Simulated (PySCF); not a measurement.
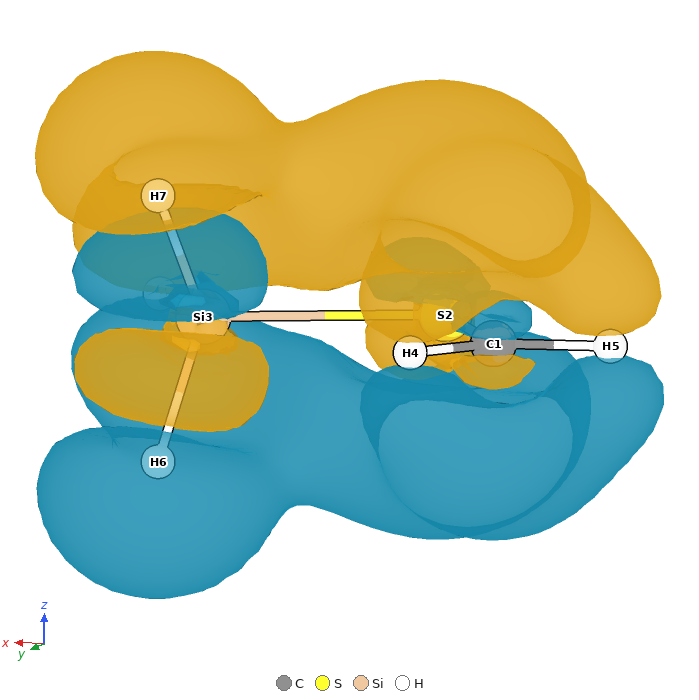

Figure 1: CH5SSi, doublet, SMILES `[CH2]S[SiH3]`. Change of the electron density in a uniform field of 0.51 V/Å, surfaces at ±0.002 e/Å³ (yellow: gain, teal: loss).

Level of theory: M06-2X/def2-SVPD (PySCF), at a geometry from GFN2-xTB. No frequency check shows the geometry to be a minimum. The stability of the open-shell solution wasn't checked. GFN2-xTB bond lengths at metals and heavier atoms can be off by up to 0.1 Å and shapes distorted, which carries into these values. GFN2-xTB doesn't know the spin state, so this open-shell geometry is rough.

Geometry (Å), atoms numbered from 1:

```
C1      -1.6110    0.7537   -0.0071
S2      -0.6507   -0.6511    0.0013
Si3      1.3423    0.1818   -0.0004
H4      -1.1708    1.7275    0.0272
H5      -2.6712    0.6211    0.0040
H6       1.4729    1.0105   -1.1955
H7       1.4777    0.9966    1.2009
H8       2.1769   -1.0052   -0.0082
```

> Along which Cartesian direction does the field point?

Along −z: electrons gather on the +z side, against the field.

> What dipole is induced, and what polarisability does it imply?

The induced dipole is 1.30 D (along the field); α along this axis, from the fields in both directions, is 51 bohr³ (7.6 Å³).

> Which atoms gain and lose the most charge?

Electrons gather most on H7 (Hirshfeld charge changes by −0.022 e) and leave H6 most (+0.021 e); 0.122 electrons are displaced in all.

Cost of the run: 93 s on 1 thread of Intel(R) Xeon(R) Processor @ 2.50GHz (Skylake/Cascade Lake) (shared host), peak memory 0.59 GiB.
